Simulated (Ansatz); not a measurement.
# InF (model cell, started as CsCl type): following an unstable mode, part 2 of 2

Wanted: the energy along a soft mode of InF (model cell, started as CsCl type) and the structure at the end.

Ansatz 0.2.0; DFT PBEsol, scalar-relativistic, plane waves, PAW.

So far, highest frequency on the path or at a solved wavevector (cm⁻¹): step 2 (response at finite wavevector) 233. Also lowest frequency on the path (cm⁻¹): step 2 -123.

The structure was built from a prototype and need not be the compound's stable phase.

### 6. Relaxing from the distorted cell

Starting from the lowest point found, all atoms and the cell are let go, so that strain and other modes of the same symmetry can join in.

Input file input.yaml:

```yaml
crystal:
  lattice:
    - [3.271261715, 0.0, 0.0]
    - [0.0, 3.271261715, 0.0]
    - [0.0, 0.0, 3.271261715]
  atoms:
    - { symbol: In, position: [0.0, -0.0303489089, 0.0] }
    - { symbol: F, position: [0.5, 0.6834154685, 0.5] }
kpoints:
  mp_grid: { grid: [16, 16, 16] }
hamiltonian:
  xc: pbesol
scf:
  occupations: { method: methfessel_paxton, width: 0.2 }
output:
  forces: true
  stress: true
  eigenvalues: true
relax:
  adjacent_minimum: "off"
  f_tol: 0.002
  max_steps: 120
  cell: { stress_tol: 0.03 }
```

Started as:

```console
> ansatz run input.yaml --threads 4 --pin off --max-ram 7168MiB --backend cpu --events-out ev --progress --plain --runs-dir out
```

Numbers of over 12 decimals in the logs are rounded to 6 here.

Output:

```text
[...]
Crystal: 2 atoms, lattice volume = 35.006 Å³
Basis set: ecut = 420 eV, 691 PW (Γ), exchange–correlation on 48×48×48 points (8 copies of the dense FFT grid, shifted against one another)
Bands: 14, of which v1, the nominal top of the filled ones, is band 10 counted from 1 (9 counted from 0)
Symmetry: 8 space group operations
[...]
k-points: 405 of 4096 (time reversal used)
[...]
SCF iter   1: F=—  HF=-6325.971147 eV  |F-HF|=—  |Δ(HF+E_count)|=         —  Δρ=1.68e-2  dr2=7.34e-2  ethr=1.77e-3  ⟨swp⟩=5.0  Hψ=26798  notcnv=0
[...]
SCF iter   6: F=-6325.951802 eV  HF=-6325.951802 eV  |F-HF|=7.52e-9  |Δ(HF+E_count)|=   4.03e-8  S|Δr|=    0.00e0  Δρ=5.58e-6  dr2=1.12e-8  ethr=5.00e-10  ⟨swp⟩=4.6  Hψ=19946  notcnv=0
SCF 1 converged in 6 iterations: F = -6325.951802 eV  dr2 = 1.12e-8
[...]
relax step   1: F+E_penalty+E_count = -6325.95180185 eV  Δ(F+E_penalty+E_count) = +0.000e0 eV  max|allowed force component| = 7.711e-2 eV/Å  Δτ_max = 0.0000 Å  P = +3.442 GPa  Ω = 35.006 Å³  (6 SCF iters, dr2 threshold 1.00e-7 eV, accepted)
Crystal: 2 atoms, lattice volume = 38.257 Å³
Basis set: ecut = 420 eV, 743 PW (Γ), exchange–correlation on 48×48×48 points (8 copies of the dense FFT grid, shifted against one another)
[...]
SCF iter   6: F=-6325.974078 eV  HF=-6325.974078 eV  |F-HF|=2.69e-9  |Δ(HF+E_count)|=   2.03e-7  S|Δr|=    0.00e0  Δρ=9.28e-6  dr2=1.59e-8  ethr=1.00e-9  ⟨swp⟩=6.2  Hψ=28032  notcnv=0
SCF 2 converged in 6 iterations: F = -6325.974078 eV  dr2 = 1.59e-8
relax step   2: F+E_penalty+E_count = -6325.97407797 eV  Δ(F+E_penalty+E_count) = -2.228e-2 eV  max|allowed force component| = 6.693e-2 eV/Å  Δτ_max = 0.0481 Å  P = -1.409 GPa  Ω = 38.257 Å³  energy of the carried Pulay correction = -7.632e-3 eV  (6 SCF iters, dr2 threshold 2.00e-7 eV, accepted)
Crystal: 2 atoms, lattice volume = 37.279 Å³
Basis set: ecut = 420 eV, 727 PW (Γ), exchange–correlation on 48×48×48 points (8 copies of the dense FFT grid, shifted against one another)
[...]
SCF iter   5: F=-6325.985399 eV  HF=-6325.985399 eV  |F-HF|=2.71e-8  |Δ(HF+E_count)|=   4.38e-8  S|Δr|=    0.00e0  Δρ=9.74e-6  dr2=3.40e-8  ethr=1.00e-9  ⟨swp⟩=5.4  Hψ=27463  notcnv=0
SCF 3 converged in 5 iterations: F = -6325.985399 eV  dr2 = 3.40e-8
relax step   3: F+E_penalty+E_count = -6325.98539943 eV  Δ(F+E_penalty+E_count) = -1.132e-2 eV  max|allowed force component| = 8.024e-2 eV/Å  Δτ_max = 0.0012 Å  P = -0.721 GPa  Ω = 37.279 Å³  energy of the carried Pulay correction = -5.406e-3 eV  (5 SCF iters, dr2 threshold 2.00e-7 eV, accepted)
[... from here on, the SCF cycles and remarks between the steps are left out ...]
relax step   4: F+E_penalty+E_count = -6326.00856460 eV  Δ(F+E_penalty+E_count) = -2.317e-2 eV  max|allowed force component| = 1.369e-1 eV/Å  Δτ_max = 0.0453 Å  P = -0.092 GPa  Ω = 35.933 Å³  energy of the carried Pulay correction = -2.246e-3 eV  (5 SCF iters, dr2 threshold 2.00e-7 eV, accepted)
relax step   5: F+E_penalty+E_count = -6326.04608135 eV  Δ(F+E_penalty+E_count) = -3.752e-2 eV  max|allowed force component| = 1.787e-1 eV/Å  Δτ_max = 0.1233 Å  P = -0.072 GPa  Ω = 35.092 Å³  energy of the carried Pulay correction = -2.095e-4 eV  (6 SCF iters, dr2 threshold 2.00e-7 eV, accepted)
relax step   6: F+E_penalty+E_count = -6326.07679705 eV  Δ(F+E_penalty+E_count) = -3.072e-2 eV  max|allowed force component| = 5.129e-2 eV/Å  Δτ_max = 0.1922 Å  P = -0.330 GPa  Ω = 35.076 Å³  energy of the carried Pulay correction = -1.716e-4 eV  (6 SCF iters, dr2 threshold 2.00e-7 eV, accepted)
relax step   7: F+E_penalty+E_count = -6326.08387608 eV  Δ(F+E_penalty+E_count) = -7.079e-3 eV  max|allowed force component| = 5.566e-3 eV/Å  Δτ_max = 0.0521 Å  P = +0.312 GPa  Ω = 35.008 Å³  energy of the carried Pulay correction = -4.625e-6 eV  (5 SCF iters, dr2 threshold 2.00e-7 eV, accepted)
relax step   8: F+E_penalty+E_count = -6326.08365958 eV  Δ(F+E_penalty+E_count) = +2.165e-4 eV  max|allowed force component| = 6.369e-4 eV/Å  Δτ_max = 0.0070 Å  P = -0.001 GPa  Ω = 35.178 Å³  energy of the carried Pulay correction = -4.199e-4 eV  (4 SCF iters, dr2 threshold 2.00e-7 eV, accepted)
relax step   9: F+E_penalty+E_count = -6326.09683447 eV  Δ(F+E_penalty+E_count) = -1.317e-2 eV  max|allowed force component| = 9.253e-4 eV/Å  Δτ_max = 0.0000 Å  P = +0.540 GPa  Ω = 35.178 Å³  stress off target by 8.86e-1 GPa  SCF on the basis re-selected at this cell (its energy is not comparable with the rows above)  (6 SCF iters)
relax step  10: F+E_penalty+E_count = -6326.09718962 eV  Δ(F+E_penalty+E_count) = -3.552e-4 eV  max|allowed force component| = 7.899e-5 eV/Å  Δτ_max = 0.0011 Å  P = +0.119 GPa  Ω = 35.366 Å³  energy of the carried Pulay correction = -4.151e-4 eV  (4 SCF iters, dr2 threshold 2.00e-7 eV, accepted)
relax step  11: F+E_penalty+E_count = -6326.09705455 eV  Δ(F+E_penalty+E_count) = +1.351e-4 eV  max|allowed force component| = 1.127e-4 eV/Å  Δτ_max = 0.0001 Å  P = +0.000 GPa  Ω = 35.431 Å³  energy of the carried Pulay correction = -5.781e-4 eV  (4 SCF iters, dr2 threshold 6.45e-8 eV, accepted)
[...]
SCF iter   5: F=-6326.097656 eV  HF=-6326.097656 eV  |F-HF|=3.64e-12  |Δ(HF+E_count)|=  1.55e-10  S|Δr|=    0.00e0  Δρ=2.06e-7  dr2=4.54e-12  ethr=1.00e-12  ⟨swp⟩=6.1  Hψ=26981  notcnv=0
SCF 12 converged in 5 iterations: F = -6326.097656 eV  dr2 = 4.54e-12
relax step  12: F+E_penalty+E_count = -6326.09765599 eV  Δ(F+E_penalty+E_count) = -6.014e-4 eV  max|allowed force component| = 1.181e-4 eV/Å  Δτ_max = 0.0000 Å  P = +0.006 GPa  Ω = 35.431 Å³  stress off target by 1.68e-2 GPa  SCF on the basis re-selected at this cell (its energy is not comparable with the rows above)  (5 SCF iters)
[...]
SCF converged after 5 iterations
[...]
Free energy (F): -6326.097656 eV
[...]
Internal energy: -6326.098570 eV  (E = F + TS)
E sigma→0 (E₀):  -6326.097885 eV
Entropy (-TS):   0.000914 eV (0.457 meV/atom)
Fermi energy:    8.084175 eV
[...]
--- Forces (eV/Å), atoms counted from 1 ---
  atom   1  In     0.00000000    -0.00011740    -0.00000000
  atom   2  F     -0.00000000     0.00011873    -0.00000000
  max |Σ_I F_I| component: 1.33e-6 eV/Å
--- Stress (GPa, compression-positive) ---
        0.016766       0.000000      -0.000000
        0.000000      -0.015038       0.000000
       -0.000000       0.000000       0.016766
  P = ⅓ Tr σ = 0.0062 GPa (0.062 kbar)
--- Band table (eV; the first three rows and the last of 405) ---
  k-point 0: bands = [... 6 lower, 1.8676, 2.8569, 2.8569, 4.4342, 14.9626, 14.9626, 15.7709, 19.7095]
  k-point 1: bands = [... 6 lower, 1.6907, 2.8803, 3.0702, 4.4384, 14.2625, 14.9340, 16.3363, 19.8239]
  k-point 2: bands = [... 6 lower, 1.3608, 2.9472, 3.5105, 4.4506, 13.2204, 14.8517, 17.0063, 19.8705]
  k-point 404: bands = [... 6 lower, 2.4023, 2.4023, 3.1772, 8.9854, 9.2858, 14.5863, 14.5863, 14.7341]
--- Relaxed structure (10 steps of the walk, 10 accepted, 2 SCFs on fresh bases) ---
  F+E_penalty+E_count = -6326.09765599 eV   max|allowed force component| = 1.181e-4 eV/Å   (the final SCF, on the basis selected at the relaxed cell)
  cell:  # Å, volume = 35.4313 Å³
    - [3.506554, 0, 0]
    - [0, 2.881548, 0.0]
    - [0, 0.0, 3.506554]
  atoms:
    - { symbol: In, position: [0, -0.173417, 0.0] }
    - { symbol: F, position: [0.5, 0.826484, 0.5] }
```

The job ended after 50 s (4 threads of Arm Neoverse V2, shared host; peak memory 0.55 GiB; 3.2 min of CPU time).

The steps of the relaxation:

```csv
step,energy less that of the first step (eV),largest force component (eV/Å),pressure (GPa),volume (Å³)
1,0.0000,0.0771,3.44,35.01
2,-0.0223,0.0669,-1.41,38.26
3,-0.0336,0.0802,-0.72,37.28
4,-0.0568,0.1369,-0.09,35.93
5,-0.0943,0.1787,-0.07,35.09
6,-0.1250,0.0513,-0.33,35.08
7,-0.1321,0.0056,0.31,35.01
8,-0.1319,0.0006,0.00,35.18
9*,-0.1450,0.0009,0.54,35.18
10,-0.1454,0.0001,0.12,35.37
11,-0.1453,0.0001,0.00,35.43
12*,-0.1459,0.0001,0.01,35.43
```

Relaxation steps marked * repeat the geometry before them on a plane-wave basis chosen anew for their cell, so energy and pressure can jump there.

Forces are held to the 8 operations that the run works with; a distortion that breaks them can't arise in this run.

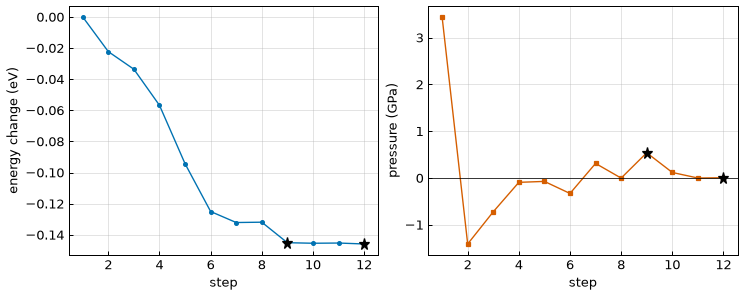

Energy and pressure along the relaxation. Stars mark steps on a basis chosen anew.

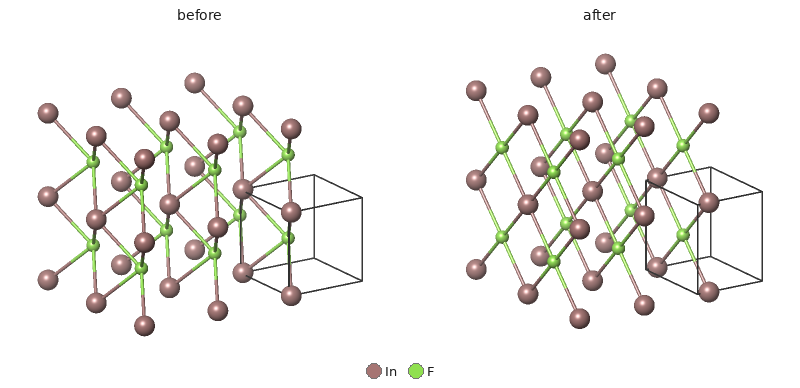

Before and after, at one scale.

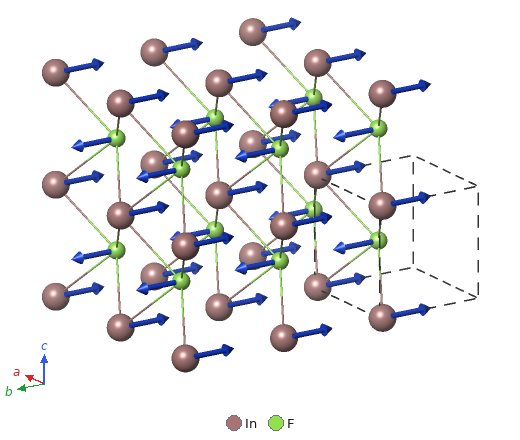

Displacements in the relaxation, exaggerated, measured against the changing cell; the longest in the cell stands for 0.41 Å. 2×3×2 cells are drawn. Some periodic images of atoms are drawn too.

```csv
cell as run,before,after,change
a (Å),3.271,3.507,+7.2 %
b (Å),3.271,2.882,-11.9 %
c (Å),3.271,3.507,+7.2 %
volume (Å³/atom),17.50,17.72,+1.2 %
```

The atoms that moved most (Å, as changes of fractional coordinates times the final cell):

```csv
atom,dx,dy,dz,length
In1,0.000,-0.412,0.000,0.412
F2,0.000,0.412,0.000,0.412
```

Final coordinates:

```xyz
2
Lattice="3.5066 0.0000 0.0000 0.0000 2.8815 0.0000 0.0000 0.0000 3.5066" Properties=species:S:1:pos:R:3 pbc="T T T"
In    0.0000   -0.4997    0.0000
F     1.7533    2.3816    1.7533
```

Numbers from this step:

```yaml
pressure: 0.006165 GPa
volume_per_atom: 17.72 Å³
```

The distorted start has space group P4mm; the relaxation ends in P4/mmm.

### 7. The new phase in its own primitive cell

The relaxed structure is symmetrised, reduced to its primitive cell and relaxed tightly, as its phonons need.

input.yaml, the sections that differ from step 6:

```yaml
crystal:
  lattice:
    - [3.5065540901, 0.0, 0.0]
    - [0.0, 3.5065540901, 0.0]
    - [0.0, 0.0, 2.8815484397]
  atoms:
    - { symbol: In, position: [0.0, 0.0, 0.0] }
    - { symbol: F, position: [0.5, 0.5, 0.0] }
kpoints:
  mp_grid: { grid: [12, 12, 14] }
relax:
  adjacent_minimum: "off"
  f_tol: 0.001
  max_steps: 60
  cell: { stress_tol: 0.01 }
# hamiltonian, scf, output: as in step 6
```

Output:

```text
[...]
Crystal: 2 atoms, lattice volume = 35.431 Å³
Basis set: ecut = 420 eV, 701 PW (Γ), exchange–correlation on 48×48×40 points (8 copies of the dense FFT grid, shifted against one another)
Bands: 14, of which v1, the nominal top of the filled ones, is band 10 counted from 1 (9 counted from 0)
Symmetry: 16 space group operations
[...]
k-points: 224 of 2016
[...]
k-point 223: bands = [... 6 lower, 2.3987, 2.3987, 3.1771, 8.9837, 9.2783, 14.5825, 14.5825, 14.7297]
--- Relaxed structure (3 steps of the walk, 3 accepted, 1 SCFs on fresh bases) ---
[...]
cell:  # Å, volume = 35.4395 Å³
    - [3.506162, 0, 0.0]
    - [0, 3.506162, 0.0]
    - [0.0, 0.0, 2.882863]
  atoms:
    - { symbol: In, position: [0, 0, 0.0] }
    - { symbol: F, position: [0.5, 0.5, 0.0] }
[key lines of the parts left out:]
SCF converged after 5 iterations
Free energy (F): -6326.098207 eV
Fermi energy:    8.081579 eV
P = ⅓ Tr σ = 0.0009 GPa (0.009 kbar)
```

Wall time 4.8 s (4 threads); peak memory 0.41 GiB.

Little changed from the start: no atom moved by 0.005 Å and no cell edge by 0.1 %.

Numbers from this step:

```
pressure : 9.05e-4 GPa
```

The forces vanish by symmetry and the pressure is 0.001 GPa, within the tolerances set. The cell now holds 17.72 Å³/atom.

### 8. Modes of the new phase, k-mesh 12×12×14

A relaxed structure may still be a saddle point, so its zone-centre modes are computed. No field response is asked, since the mesh shows no gap.

input.yaml, the sections that differ from step 7:

```yaml
crystal:
  lattice:
    - [3.506161565, 0.0, 0.0]
    - [0.0, 3.506161565, 0.0]
    - [0.0, 0.0, 2.8828634598]
  atoms:
    - { symbol: In, position: [0.0, 0.0, 0.0] }
    - { symbol: F, position: [0.5, 0.5, 0.0] }
output:
  eigenvalues: true
phonons:
  method: dfpt
# kpoints, hamiltonian, scf: as in step 7
# relax: removed
```

Output:

```text
zone centre: on kpoints.mp_grid the ground state, and the responses unless they are solved on pairs of k-points, stand on 392 of the mesh's 2016 k-points, reduced under 8 symmetry operations, with k and −k counted as one. Each operation leaves every solved displacement unchanged or reverses it
[...]
Crystal: 2 atoms, lattice volume = 35.440 Å³
Basis set: ecut = 420 eV, 701 PW (Γ), exchange–correlation on 48×48×40 points (8 copies of the dense FFT grid, shifted against one another)
Bands: 14, of which v1, the nominal top of the filled ones, is band 10 counted from 1 (9 counted from 0)
Symmetry: 16 space group operations
k-points: 392 of 2016 (irreducible under 8 space group operations)
[...]
SCF iter   1: F=—  HF=-6326.134399 eV  |F-HF|=—  |Δ(HF+E_count)|=         —  Δρ=2.08e-2  dr2=1.33e-1  ethr=1.77e-3  ⟨swp⟩=5.0  Hψ=27205  notcnv=0
[...]
SCF iter   9: F=-6326.098207 eV  HF=-6326.098207 eV  |F-HF|=9.09e-13  |Δ(HF+E_count)|=  1.82e-12  S|Δr|=    0.00e0  Δρ=2.68e-8  dr2=1.51e-13  ethr=1.00e-12  ⟨swp⟩=5.0  Hψ=21889  notcnv=0
SCF 1 converged in 9 iterations: F = -6326.098207 eV  dr2 = 1.51e-13
[...]
DFPT response loops at Γ: preconditioner auto → Kerker (q_TF=auto, 2.480 Å⁻¹) (partly filled bands, converged f_vac=0.000); β = 1.00, the filter's whole step (`scf.mixing.beta` (0.50) is not read by the response loops under this deck's `scf.mixing.preconditioner`; to damp them name `kerker` or `kerker_dos`, under which they read `scf.mixing.beta`, and type it under 1.00, their step now; both keys bind the ground state too); Broyden in place of MSR1
SCF converged after 9 iterations
[...]
Free energy (F): -6326.098207 eV
[...]
Internal energy: -6326.098760 eV  (E = F + TS)
E sigma→0 (E₀):  -6326.098346 eV
Entropy (-TS):   0.000552 eV (0.276 meV/atom)
Fermi energy:    8.081579 eV
[...]
--- Band table (eV; the first three rows and the last of 392) ---
  k-point 0: bands = [... 6 lower, 1.8667, 2.8551, 2.8551, 4.4309, 14.9643, 14.9643, 15.7705, 19.7025]
  k-point 1: bands = [... 6 lower, 1.9184, 2.8708, 2.8708, 4.3932, 15.0711, 15.0711, 15.8429, 18.2223]
  k-point 2: bands = [... 6 lower, 2.0613, 2.9143, 2.9143, 4.3119, 15.3862, 15.3862, 16.0606, 16.2264]
  k-point 391: bands = [... 6 lower, 2.3987, 2.3987, 3.1771, 8.9837, 9.2783, 14.5825, 14.5825, 14.7297]
--- Phonons (Γ-DFPT): 4 representative perturbations + reference, on 392 of 2016 k-points (Σ response iterations 13) ---
  k mesh reduced under 8 symmetry operations, with k and −k counted as one. Each operation leaves every solved displacement unchanged or reverses it
  ASR residual: 2.990e-4 → 0.000e0 eV/Å²; symmetrization residual: 2.075e-6 eV/Å²
  ASR residual per site (eV/Å²): 1.50e-5 2.99e-4
  Γ frequencies (cm⁻¹): 0.00 0.00 0.00 40.19 40.19 82.83
  non-analytic LO–TO correction: not included (Born effective charges unavailable; polar crystals: no LO–TO splitting at Γ)
```

Wall time 15 s (4 threads); peak memory 0.84 GiB; 56 s of CPU time.

This step gave:

| Item | Value |
| --- | --- |
| sum-rule residual before enforcement | 2.99e-4 eV/Å² |
| point group | 4/mmm |
| highest optical mode at the zone centre (no LO-TO term) | 82.83 cm⁻¹ |
| lowest optical zone-centre mode | 40.19 cm⁻¹ |

Patterns of degenerate modes are one choice out of their space. Modes at Γ, with each element's share of the kinetic energy:

```csv
mode,frequency (cm⁻¹),symmetry,In %,F %
1,0.0,acoustic,86,14
2,0.0,acoustic,86,14
3,0.0,acoustic,86,14
4,40.2,Eu,14,86
5,40.2,Eu,14,86
6,82.8,A2u,14,86
```

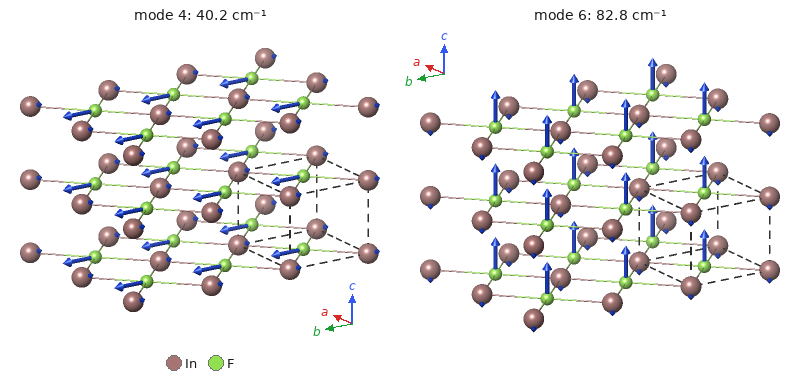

Displacement patterns of modes 4 and 6 at Γ; arrows are exaggerated. 2×3×2 cells are drawn. Some periodic images of atoms are drawn too.

Before it was imposed, the acoustic sum rule was missed by 3.0e-4 eV/Å². Small misses are needed for a sound result but don't prove that mesh and cutoff are converged. The lowest optical mode is real, 40.2 cm⁻¹.

### 9. What came out

| Quantity | Value |
| --- | --- |
| unstable mode of the parent | q = (0, 0, 0), 115i cm⁻¹ |
| depth at the lowest point sampled | 32.3 meV/atom |
| largest atomic shift at that point | 0.6 Å |
| space group reached (within 0.01 Å) | P4/mmm |
| energy gained over the parent (first relaxation, on the mesh of the frozen mode) | 105 meV/atom |
| volume per atom, phase reached | 17.7 Å³ |
| lowest optical zone-centre mode, phase reached | 40.2 cm⁻¹ |
| highest optical mode at the zone centre (no LO-TO term), phase reached | 82.8 cm⁻¹ |

What this shows: Along this mode the structure falls into P4/mmm, 105 meV/atom below the parent. At the parent's cell the well is 32.25 meV/atom deep on the steps tried, with its lowest point at a shift of 0.6 Å. That is the last step tried, so the steps alone don't bracket the bottom of the well. Relaxing atoms and cell changes the gain by +73.06 meV/atom against the lowest step (energies at zero smearing). Most of the total comes from this relaxation. The new phase has no imaginary mode at the zone centre of its cell; other wavevectors were not checked. Of the 4 patterns followed to their end from this parent, this one reaches the lowest energy. Each path keeps the symmetry of its pattern, so a lower phase may lie along a pattern not tried. With no gap, or one that is small against the smearing, the frequencies hang on the k mesh and the smearing, most of all near Kohn anomalies. A phonon run warned that its eigensolver left some bands unconverged in a pass. The starting cell was built on a prototype and not taken from a measurement, so the phase need not exist.

[Logs are printed without paths, hosts, clocks, repeated set-up lines and the standing remarks that a program may print on its own settings, such as how far it seeks lower states.]

[Hosts, paths, dates, database ids (printed as entryN), source tags and the programs' standing remarks are cut or masked in the printed files.]
